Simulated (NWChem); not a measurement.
# One shape, several levels: C4H8O (butyraldehyde)

We compute a comparison of 5 runs (BLYP/6-31G*, PBE/6-31G*, SVWN5/6-31G*, revPBE/6-31G*, CCSD(T)/6-31G*) of C4H8O (butyraldehyde). 

The calculation is run with NWChem 7.3.0.

## (1) Starting point

C4H8O: 13 atoms, total charge 0, spin state singlet. SMILES: `CCCC=O`. Geometry: relaxed at PBE0-D4/def2-TZVP. This is one conformer, not always the lowest.

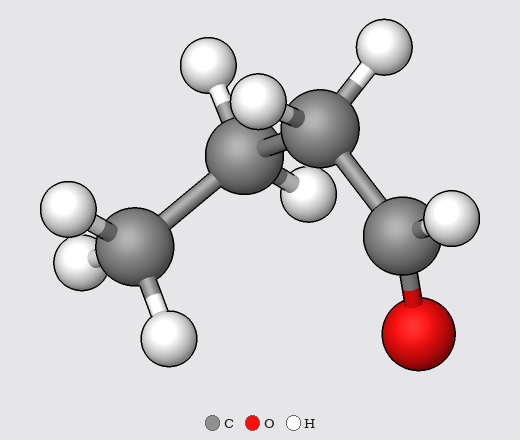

Viewed from a chosen angle; carbon grey, oxygen red, hydrogen white.

## (2) Energy and gradient at BLYP/6-31G(d) (spherical functions) (run 1)

c4h8o.nw reads:

```
start c4h8o
memory stack 880 mb heap 220 mb global 1100 mb

geometry units au noautosym nocenter noautoz
   C  -2.56775986  0.46789619  1.45282144
   C   0.29744289  0.64912092  1.54485111
   C   1.59058248 -1.03141252 -0.38626002
   C   1.37968904 -0.15741419 -3.07326160
   O   0.45296735  1.80317667 -3.74033492
   H  -3.43363237  1.67826577  2.88239926
   H  -3.20195195 -1.46812823  1.80582228
   H  -3.28850140  1.05390026 -0.38833872
   H   0.96961847  0.13322569  3.43041983
   H   0.87966751  2.60498746  1.21887335
   H   0.87777778 -2.97972015 -0.31085995
   H   3.62638443 -1.20451143 -0.01077144
   H   2.20077504 -1.47625405 -4.49112311
end

basis "ao basis" spherical bse
   C library 6-31G*
   O library 6-31G*
   H library 6-31G*
end

dft
   xc becke88 lyp
   grid xfine
   convergence energy 1e-08
   maxiter 100
   mulliken
end

task dft gradient
```

Command:

```console
$ nwchem c4h8o.nw > c4h8o.out
```

Log:

```text
[...]
          Wavefunction type:  closed shell.
          No. of atoms     :    13
          No. of electrons :    40
[...]
          Charge           :     0
          Spin multiplicity:     1
[...]
          AO basis - number of functions:    86
[...]
              XC Information
              --------------
                    Becke 1988 Exchange Functional  1.000
              Lee-Yang-Parr Correlation Functional  1.000
[...]
 d= 0,ls=0.0,diis     1   -232.2071929170 -4.09D+02  3.26D-02  1.07D+00     5.9
[...]
 d= 0,ls=0.0,diis    11   -232.3382616915 -2.83D-09  2.64D-07  8.10D-10    59.5
         Total DFT energy =     -232.338261691497
      One electron energy =     -663.326721174321
           Coulomb energy =      287.760317735512
    Exchange-Corr. energy =      -33.213926650283
 Nuclear repulsion energy =      176.442068397594
[...]
      Total Density - Mulliken Population Analysis
     ---------------------------------------------
    Atom       Charge   Shell Charges
 -----------   ------   -------------------------------------------------------
    1 C    6     6.41   2.00  0.68  2.14  0.60  0.96  0.03
    2 C    6     6.20   2.00  0.68  2.13  0.54  0.81  0.04
    3 C    6     6.30   2.00  0.68  2.14  0.57  0.87  0.04
    4 C    6     5.79   2.00  0.71  1.98  0.45  0.56  0.08
    5 O    8     8.31   2.00  0.93  2.87  0.92  1.56  0.03
    6 H    1     0.87   0.53  0.34
    7 H    1     0.88   0.53  0.35
    8 H    1     0.85   0.53  0.32
    9 H    1     0.89   0.54  0.35
   10 H    1     0.86   0.53  0.33
[...]
  wavefunction    = closed shell
                         DFT ENERGY GRADIENTS
    atom               coordinates                        gradient
                 x          y          z           x          y          z
   1 C      -2.567760   0.467896   1.452821    0.005394  -0.000284  -0.000457
   2 C       0.297443   0.649121   1.544851   -0.002347  -0.003080  -0.003949
   3 C       1.590582  -1.031413  -0.386260   -0.003834   0.005630  -0.001663
   4 C       1.379689  -0.157414  -3.073262   -0.011604   0.023992  -0.002920
   5 O       0.452967   1.803177  -3.740335    0.016896  -0.035938   0.013006
   6 H      -3.433632   1.678266   2.882399    0.003495  -0.004139  -0.004952
   7 H      -3.201952  -1.468128   1.805822    0.002740   0.006471  -0.001180
   8 H      -3.288501   1.053900  -0.388339    0.002673  -0.001879   0.005803
   9 H       0.969618   0.133226   3.430420   -0.002270   0.001371  -0.006618
  10 H       0.879668   2.604987   1.218873   -0.002056  -0.006519   0.000686
  11 H       0.877778  -2.979720  -0.310860    0.001797   0.006980  -0.000901
[...]
```

It took 71 s on 1 thread of Intel Xeon Platinum 8488C (Sapphire Rapids), shared host; peak memory 0.16 GiB.

## (3) Energy and forces at PBE/6-31G(d) (spherical functions) (run 2)

work.nw reads:

```
start work
memory 2200 mb

geometry units angstroms noautosym nocenter noautoz
  C    -1.358800    0.247600    0.768800
  C     0.157400    0.343500    0.817500
  C     0.841700   -0.545800   -0.204400
  C     0.730100   -0.083300   -1.626300
  O     0.239700    0.954200   -1.979300
  H    -1.817000    0.888100    1.525300
  H    -1.694400   -0.776900    0.955600
  H    -1.740200    0.557700   -0.205500
  H     0.513100    0.070500    1.815300
  H     0.465500    1.378500    0.645000
  H     0.464500   -1.576800   -0.164500
  H     1.919000   -0.637400   -0.005700
  H     1.164600   -0.781200   -2.376600
end

basis spherical bse
  * library 6-31G*
end

dft
  xc xpbe96 cpbe96
  mult 1
  grid xfine
  convergence energy 1e-08
  maxiter 100
  mulliken
end

task dft gradient
```

Command:

```console
$ nwchem work.nw > work.out
```

Log:

```text
[...]
          Wavefunction type:  closed shell.
          No. of atoms     :    13
          No. of electrons :    40
[...]
          Charge           :     0
          Spin multiplicity:     1
[...]
          AO basis - number of functions:    86
[...]
              XC Information
              --------------
          PerdewBurkeErnzerhof Exchange Functional  1.000
            Perdew 1991 LDA Correlation Functional  1.000 local
           PerdewBurkeErnz. Correlation Functional  1.000 non-local
[...]
 d= 0,ls=0.0,diis     1   -232.0221203644 -4.08D+02  3.27D-02  1.05D+00     5.9
[...]
 d= 0,ls=0.0,diis    11   -232.1468598224 -2.51D-09  2.70D-07  7.95D-10    58.1
         Total DFT energy =     -232.146859822362
      One electron energy =     -663.312728351354
           Coulomb energy =      287.720929621447
    Exchange-Corr. energy =      -32.997142249634
 Nuclear repulsion energy =      176.442081157179
[...]
      Total Density - Mulliken Population Analysis
     ---------------------------------------------
    Atom       Charge   Shell Charges
 -----------   ------   -------------------------------------------------------
    1 C    6     6.49   2.00  0.67  2.13  0.65  1.02  0.03
    2 C    6     6.28   2.00  0.66  2.12  0.59  0.88  0.04
    3 C    6     6.38   2.00  0.67  2.13  0.61  0.94  0.04
    4 C    6     5.80   2.00  0.71  1.97  0.46  0.58  0.08
    5 O    8     8.32   2.00  0.93  2.86  0.94  1.57  0.03
    6 H    1     0.84   0.52  0.31
    7 H    1     0.85   0.52  0.32
    8 H    1     0.82   0.52  0.30
    9 H    1     0.85   0.53  0.32
   10 H    1     0.83   0.52  0.31
[...]
  wavefunction    = closed shell
                         DFT ENERGY GRADIENTS
    atom               coordinates                        gradient
                 x          y          z           x          y          z
   1 C      -2.567760   0.467896   1.452821    0.000235  -0.000153  -0.000469
   2 C       0.297443   0.649121   1.544851    0.000366   0.000160  -0.000328
   3 C       1.590582  -1.031412  -0.386260   -0.000761   0.001159  -0.000974
   4 C       1.379689  -0.157414  -3.073261   -0.009871   0.021337  -0.006271
   5 O       0.452967   1.803177  -3.740335    0.015292  -0.032135   0.010927
   6 H      -3.433632   1.678266   2.882399    0.003382  -0.004307  -0.005092
   7 H      -3.201952  -1.468128   1.805822    0.002552   0.006723  -0.001180
   8 H      -3.288501   1.053900  -0.388339    0.002463  -0.002104   0.006500
   9 H       0.969618   0.133226   3.430420   -0.002349   0.001528  -0.006789
  10 H       0.879667   2.604987   1.218873   -0.002150  -0.006972   0.001191
  11 H       0.877778  -2.979720  -0.310860    0.002012   0.007186  -0.000864
[...]
```

Wall time 68 s (1 thread of Intel Xeon Platinum 8488C (Sapphire Rapids), shared host); peak memory 0.16 GiB.

Runs 3 to 4 aren't shown in full; the table further down has their settings and results.

## (4) The energy at CCSD(T)/6-31G(d) (spherical functions) (run 5)

nw.nw reads:

```
start nw
title "C4H8O ccsd(t)"
memory 2200 mb
charge 0
geometry units angstrom noautosym nocenter noautoz
  C       -1.358800       0.247600       0.768800
  C        0.157400       0.343500       0.817500
  C        0.841700      -0.545800      -0.204400
  C        0.730100      -0.083300      -1.626300
  O        0.239700       0.954200      -1.979300
  H       -1.817000       0.888100       1.525300
  H       -1.694400      -0.776900       0.955600
  H       -1.740200       0.557700      -0.205500
  H        0.513100       0.070500       1.815300
  H        0.465500       1.378500       0.645000
  H        0.464500      -1.576800      -0.164500
  H        1.919000      -0.637400      -0.005700
  H        1.164600      -0.781200      -2.376600
end
basis spherical bse
  * library 6-31G*
end
scf
  thresh 1e-08
  maxiter 80
end
ccsd
  freeze core 5
  maxiter 60
end
task ccsd(t) energy
```

Command:

```console
$ nwchem nw.nw > nw.out
```

Log:

```text
[...]
  functions       =    86
[...]
  wavefunction    = RHF
[...]
         Total SCF energy =   -230.984193380169
      One-electron energy =   -662.640744259659
      Two-electron energy =    255.214469722311
 Nuclear repulsion energy =    176.442081157179
        Time for solution =     17.8s
[...]
 Total MP2 energy:           -231.670182019260807
[...]
             energy      energy      error      ampl     ampl      Block
                                                time     time      time
[...]
 Total CCSD energy:           -231.719014197161044
[...]
 Total CCSD+T(CCSD) energy:           -231.742506126071049
[...]
 Total CCSD(T) energy:                -231.740844153916754
[...]
```

Wall time 3.1 min (1 thread of Intel Xeon Platinum 8488C (Sapphire Rapids), shared host); peak memory 0.26 GiB.

## (5) The series

| run | level | task | integration grid | energy (Eh) | dipole moment (D) | HOMO energy (eV) | LUMO energy (eV) | wall time |
| --- | --- | --- | --- | --- | --- | --- | --- | --- |
| 1 | BLYP/6-31G* (spherical functions) | gradient | xfine | -232.338262 | 2.28 | -5.34 | -1.22 | 71 s |
| 2 | PBE/6-31G* (spherical functions) | gradient | xfine | -232.146860 | 2.31 | -5.45 | -1.38 | 68 s |
| 3 | SVWN5/6-31G* (spherical functions) | gradient | xfine | -230.413717 | 2.39 | -5.55 | -1.61 | 32 s |
| 4 | revPBE/6-31G* (spherical functions) | gradient | xfine | -232.377377 | 2.29 | -5.41 | -1.30 | 69 s |
| 5 | CCSD(T)/6-31G* (spherical functions) | energy | – | -231.740844 | – | -11.26 | 4.36 | 3.1 min |

## (6) Outcome

```
                                          quantity          value
                               run 5: total energy  -231.74084 Eh
        run 5: HOMO energy (Hartree–Fock orbitals)      -11.26 eV
        run 5: LUMO energy (Hartree–Fock orbitals)        4.36 eV
      run 5: HOMO–LUMO gap (Hartree–Fock orbitals)       15.62 eV
run 5: correlation energy (5 core orbitals frozen)     -756.7 mEh
                             run 5: (T) correction     -21.83 mEh
```

Over runs 1, 2, 3, 4 the dipole moment (its size) runs from 2.28 D (BLYP/6-31G*) to 2.39 D (SVWN5/6-31G*). Over runs 1, 2, 3, 4 the HOMO–LUMO gap runs from 3.95 eV (SVWN5/6-31G*) to 4.12 eV (BLYP/6-31G*). Totals of different functionals can't be ranked against each other. All runs together took 7.1 min, the longest 3.1 min.
